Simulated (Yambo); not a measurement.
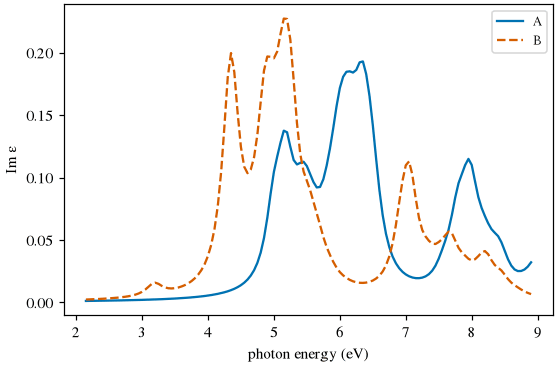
*Two computed absorption spectra of Cl (space group Cmce, No. 64) (Yambo, LDA bands with the same scissor, field along x)*

Axes are Cartesian, with cell vectors (Å) (3.26, -2.06, 0.00), (3.26, 2.06, 0.00), (0.00, 0.00, 8.40).

**Question.** Which curve includes the electron-hole attraction (BSE), and where are its main peaks?

**Answer.** Curve B: the attraction moves weight to lower energy (centre of the plotted range 5.6 eV against 6.4 eV). Its peaks lie at 4.3 eV, 5.2 eV, 7.0 eV, 7.7 eV. Settings: 6×6×2 mesh, 8 valence and 2 conduction bands, static screening with 55 bands and a 4 Ry block, scissor 2.79 eV, Tamm-Dancoff. The scissor comes from a G0W0 run whose convergence isn't established. Broadening 0.15 eV. The band window holds all transitions up to 8.9 eV. Fine structure above the onset can come from the mesh.

Geometry of the Materials Project entry, not relaxed at this level; primitive cell a = b = 3.859 Å, c = 8.402 Å, α = β = 90.00°, γ = 64.45°.

The distance between layers or molecules is the database entry's, not relaxed here. Functionals without dispersion can leave it too large, which widens gaps and weakens the response across layers: the numbers belong to this cell.
